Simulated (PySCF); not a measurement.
SMILES [OH][Al]([OH])[NH][Si](C)(C)C at its GFN2-xTB optimised geometry (Å):

```
20

Si    -0.5420    -1.7894     0.0000
C     -1.2002    -2.7127     1.5359
C      1.3640    -1.7894     0.0000
C     -1.2418    -2.5945    -1.5801
N     -0.8591    -0.0893     0.0000
Al     0.4987     0.9303     0.6464
O      0.8522     0.8007     2.2470
O      1.2566     2.0482    -0.3077
H     -0.8983    -3.7556     1.5392
H     -0.8279    -2.2526     2.4457
H     -2.2849    -2.6874     1.5747
H      1.6639    -0.7536     0.2370
H      1.7951    -2.0444    -0.9616
H      1.8002    -2.4376     0.7511
H     -2.3252    -2.5404    -1.5947
H     -0.8749    -2.1055    -2.4762
H     -0.9680    -3.6425    -1.6366
H     -1.8002     0.2109    -0.1939
H      1.1778     0.9343     3.1228
H      1.4044     2.4376    -1.1554
```

Computed with PBE0/def2-SVP (PySCF 2.14.0). Cells within 0.4 Å of a nucleus heavier than hydrogen are left out (blank, or x).

Map of the Laplacian of the electron density (e/bohr⁵), clipped to [-1.50, 1.50] on the plane z = 1.0 Å:

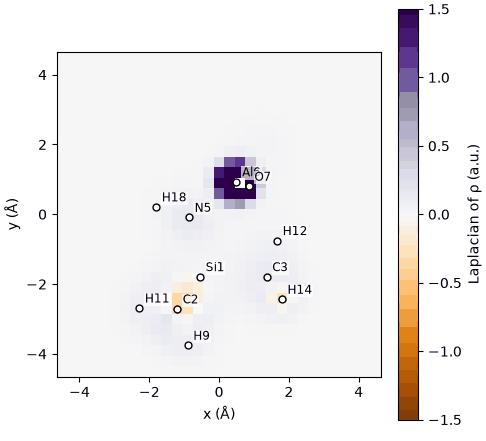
Laplacian of the electron density (e/bohr⁵), clipped to [-1.50, 1.50] on the plane z = 1.0 Å.
